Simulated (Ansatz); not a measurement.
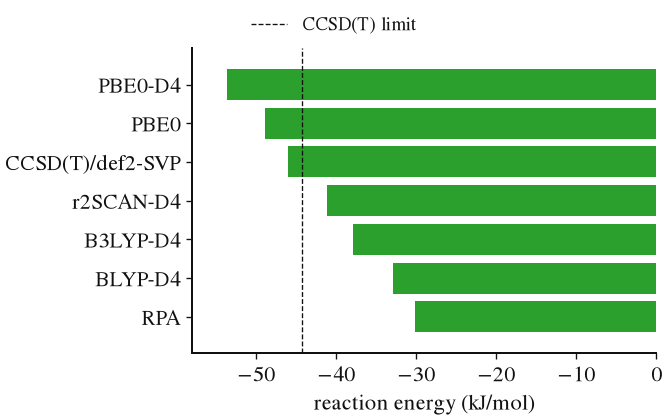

Electronic reaction energy of SbH₃O ([OH][SbH2]) + SiH₃Cl ([SiH3]Cl) → SiSbH₄Cl (Cl[SiH2][SbH2]) + H₂O (O) (SMILES in brackets) at several levels (functionals in def2-TZVPP unless a basis is named), isolated molecules at PBE0-D4 triple-zeta geometries, minima by their frequencies, no zero-point or thermal terms, the Ansatz code 0.2.0. The line is frozen-core CCSD(T) at the basis limit (MP2 extrapolated from triple and quadruple zeta, plus CCSD(T) less MP2 in a smaller set). RPA holds a correlation term that converges slowly with the basis, so part of the distance to the limit is basis error. No dispersion term is added to PBE0. The distance of CCSD(T)/def2-SVP to the limit includes basis error. Core potentials past Kr.

> What range do the values span, the line included?

From −53.7 kJ/mol (PBE0-D4) to −30.2 kJ/mol (RPA).

> Give the values.

| level | kJ/mol | less CCSD(T) limit |
| --- | --- | --- |
| PBE0-D4 | −53.7 | −9.4 |
| PBE0 | −48.9 | −4.6 |
| CCSD(T)/def2-SVP | −46.0 | −1.7 |
| r2SCAN-D4 | −41.1 | 3.2 |
| B3LYP-D4 | −37.9 | 6.5 |
| BLYP-D4 | −33.0 | 11.4 |
| RPA | −30.2 | 14.2 |
| CCSD(T) limit | −44.3 | 0.0 |

Known limits of this run: outer-core shells are correlated without core-valence functions, which makes the correlated values less sure; spin-orbit coupling is left out, and with Sb it can shift these values.
